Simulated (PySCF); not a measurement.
**NMR shielding calculation, with input and output: C4H8FNSi**

- system: C4H8FNSi
- method: GIAO PBE0/pcSseg-1 NMR shielding, non-relativistic, gas phase (PySCF 2.14.0)

The geometry comes from this level: GFN2-xTB. It belongs to a series of runs on one base structure; here: Si replaced by C. Figures and captions count atoms from 1; the log counts them from 0 in places.

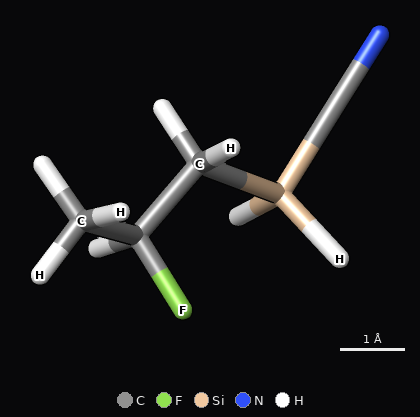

*The structure as given in the input (stick view, seen at a tilt).*

Bond lengths as drawn: C–C 1.52 Å, C–F 1.39 Å, C–H 1.09 to 1.10 Å, C–N 1.15 Å, C–Si 1.87 to 1.91 Å and H–Si 1.46 to 1.47 Å.

### Summary

```tsv
quantity	value
outcome	converged
total energy	−600.808662 hartree
HOMO	−9.19 eV
LUMO	−0.32 eV
dipole moment	3.89 D
isotropic shielding, C	63.0 to 161.3 ppm
isotropic shielding, F	366.6 ppm
isotropic shielding, Si	420.7 ppm
isotropic shielding, N	−97.9 ppm
isotropic shielding, H	26.8 to 30.6 ppm
hardware	1 CPU thread, shared host
wall time	48 s
peak memory	0.71 GiB
```

### The input
```
{"job": {"kind": "nmr", "xc": "PBE0", "basis": "pcSseg-1"}, "charge": 0, "multiplicity": 1}
C     -2.307982     0.485983     0.147639
C     -1.079508    -0.366408    -0.125382
F     -1.051596    -1.408415     0.794781
C      0.226947     0.405717    -0.022657
Si     1.735467    -0.761849    -0.053157
C      3.220643     0.373425    -0.101909
N      4.134672     1.063216    -0.130540
H     -3.206761    -0.124000     0.096222
H     -2.242297     0.926728     1.140099
H     -2.374855     1.279529    -0.591278
H     -1.160528    -0.855894    -1.105105
H      0.223126     0.981999     0.905244
H      0.266635     1.123061    -0.843118
H      1.844288    -1.569148     1.158686
H      1.767335    -1.545956    -1.291437
```

The first line tells a small driver script what to run in PySCF; the rest is the geometry in Å.

Command:
```bash
OMP_NUM_THREADS=1 python <driver script> task.json out
```

### The program's output
```
coarse grid: 13080 points
cycle   1  E = -600.6828366530  dE =  5.506e-01  |g| = 6.106e-01  |ddm| = 3.358e+00
cycle   2  E = -600.5653966232  dE =  1.174e-01  |g| = 9.890e-01  |ddm| = 1.058e+00
cycle   3  E = -600.7497996408  dE = -1.844e-01  |g| = 2.302e-01  |ddm| = 6.750e-01
cycle   4  E = -600.7606383684  dE = -1.084e-02  |g| = 5.569e-02  |ddm| = 1.469e-01
cycle   5  E = -600.7611887301  dE = -5.504e-04  |g| = 1.834e-02  |ddm| = 3.773e-02
cycle   6  E = -600.7612510723  dE = -6.234e-05  |g| = 3.221e-03  |ddm| = 1.499e-02
cycle   7  E = -600.7612532859  dE = -2.214e-06  |g| = 7.686e-04  |ddm| = 3.267e-03
final grid: 122336 points
cycle   8  E = -600.8086470208  dE = -3.155e-05  |g| = 7.859e-03  |ddm| = 2.253e-02
cycle   9  E = -600.8086372601  dE =  9.761e-06  |g| = 1.065e-02  |ddm| = 1.354e-02
cycle  10  E = -600.8086611620  dE = -2.390e-05  |g| = 1.435e-03  |ddm| = 7.562e-03
cycle  11  E = -600.8086614987  dE = -3.366e-07  |g| = 5.884e-04  |ddm| = 1.115e-03
cycle  12  E = -600.8086615653  dE = -6.662e-08  |g| = 2.034e-04  |ddm| = 4.013e-04
cycle  13  E = -600.8086615729  dE = -7.578e-09  |g| = 3.164e-05  |ddm| = 1.265e-04
cycle  14  E = -600.8086615731  dE = -2.119e-10  |g| = 7.300e-06  |ddm| = 3.480e-05
```

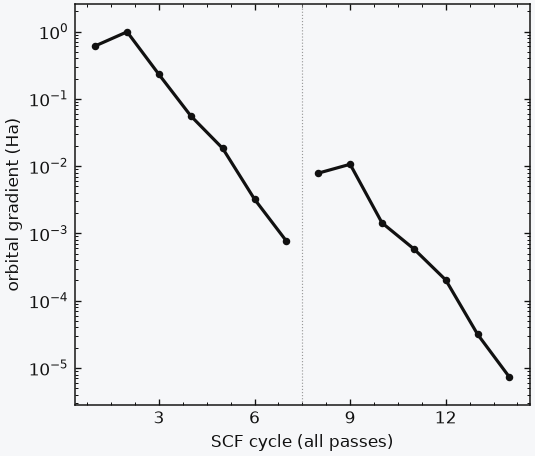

*Convergence of the self-consistent field: orbital gradient against the SCF cycle. The dotted line marks the change from a coarse to the final integration grid.*

The first 7 cycles use a coarse grid, the final grid takes over at cycle 8, and the field converges after 14 cycles in all.

```
converged SCF energy = -600.8086615731

GIAO shielding tensors (ppm)
atom      isotropic    diamagn.    paramagn.     s11        s22        s33       span
  0 C      159.875     247.432     -87.557    144.203    148.892    186.530     42.327
  1 C       94.933     244.305    -149.372     56.402     79.661    148.736     92.333
  2 F      366.649     476.264    -109.614    337.321    374.346    388.281     50.959
  3 C      161.316     256.191     -94.875    140.372    154.182    189.393     49.021
  4 Si     420.668     878.996    -458.328    393.834    413.559    454.613     60.779
  5 C       62.957     261.612    -198.655    -52.356    -47.764    288.991    341.348
  6 N      -97.899     337.051    -434.950   -297.893   -294.001    298.198    596.091
  7 H       29.794      28.039       1.755     25.707     27.196     36.480     10.772
  8 H       30.241      29.780       0.461     26.900     29.010     34.813      7.914
  9 H       30.558      29.493       1.066     26.564     28.667     36.444      9.880
 10 H       26.845      31.404      -4.559     25.424     25.630     29.482      4.057
 11 H       30.141      33.507      -3.366     26.207     30.519     33.696      7.489
 12 H       30.567      33.432      -2.865     25.849     30.024     35.828      9.978
 13 H       27.157      27.879      -0.722     23.138     26.478     31.856      8.718
 14 H       27.238      27.949      -0.710     23.659     25.913     32.143      8.484
```

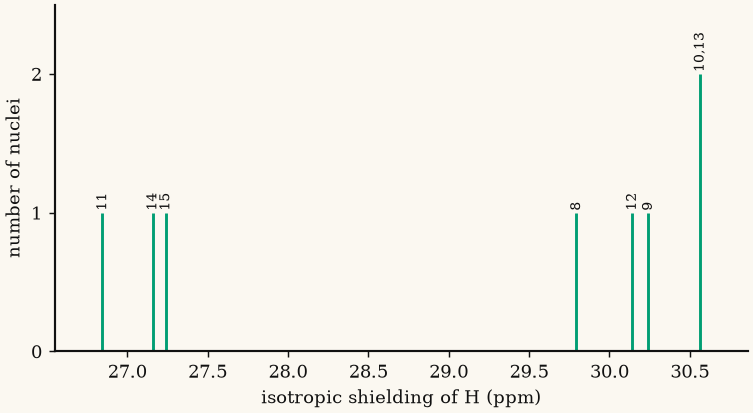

*Isotropic shieldings of the hydrogen nuclei in this fixed geometry, labelled by atom number; shielding grows to the right, so chemical shift grows to the left.*

The least shielded is H11 (26.8 ppm), the most shielded H13 (30.6 ppm).

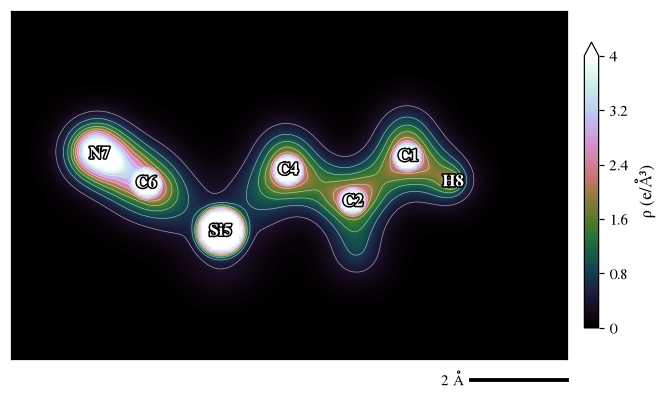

*Electron density on the plane of atoms C4, Si5 and C6.*

The section cuts through C, Si, N and H sites. C–N (1.15 Å): ρ is about 3.6 e/Å³ halfway. C–C (1.52 Å): ρ at the midpoint is about 1.7 e/Å³. C–Si (1.87 Å): ρ is about 0.88 e/Å³ halfway. C–H (1.09 Å): ρ is about 2 e/Å³ halfway.

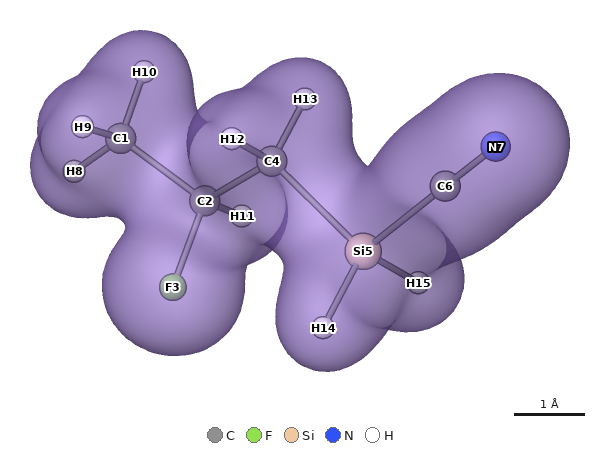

*Isosurface of the electron density at 0.2 e/Å³ (purple), seen at a tilt.*

At this value the surface is in one piece. On the grid the lowest density along these lines, outside the cores, is 3.4 e/Å³ (C–N, 1.15 Å), 1.6 e/Å³ (C–F, 1.39 Å), 1.7 e/Å³ (C–C, 1.52 Å) and 0.72 e/Å³ (C–Si, 1.87 Å).

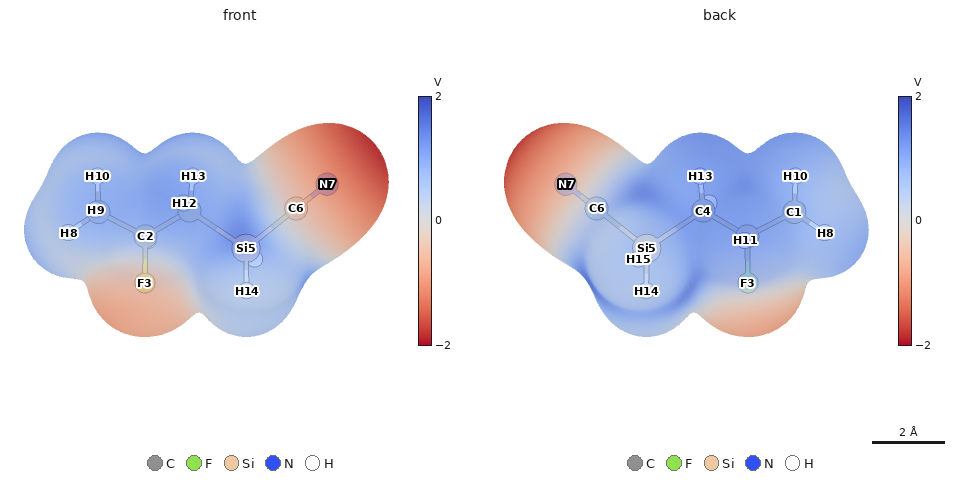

*The electrostatic potential painted on the density surface at 0.002 e/bohr³, seen at a tilt and from behind; red is negative and blue positive.*

A positive charge is drawn to the negative regions and a negative charge to the positive ones. Its dipole moment is 3.89 D.
